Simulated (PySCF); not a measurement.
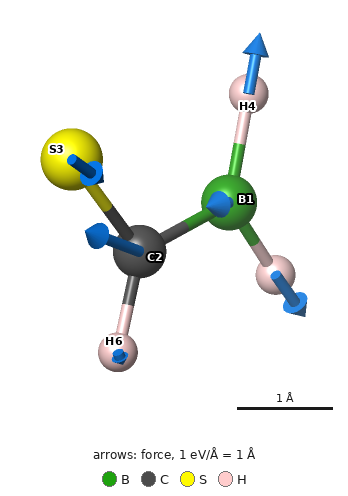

Starting geometry of CH$_{3}$BS with the computed forces as blue arrows. A ball-and-stick model, seen from a free direction.

Method: RKS PBE0-D4/def2-TZVP, density fitting (PySCF 2.14.0). 

> What follows when this structure is relaxed?

It isn't relaxed: the largest force vector, on the C atom, is 0.98 eV/Å. The final displacements have little in common with the starting forces (cosine between the two patterns −0.06). After 29 geometry steps the energy has fallen by 9.54 kcal/mol. The atom that moves furthest after the best rigid fit is an H atom (1.03 Å). By element the largest moves are H 1.03 Å, S 0.98 Å, C 0.28 Å, B 0.15 Å. Near-neighbour distances that change, for instance: B–S 2.808 → 2.172 Å, B–H 1.166 → 1.196 Å, B–C 1.549 → 1.526 Å, C–S 1.635 → 1.620 Å. Among the angles between lasting bonds that change: B–C–S 123.7° → 87.3°, B–C–H 121.0° → 145.8°, S–C–H 115.3° → 126.9°. Groups turn about B–C by about 90°. The run took 3.1 min on 2 threads of Oxide Virtual Turin-like (shared host).
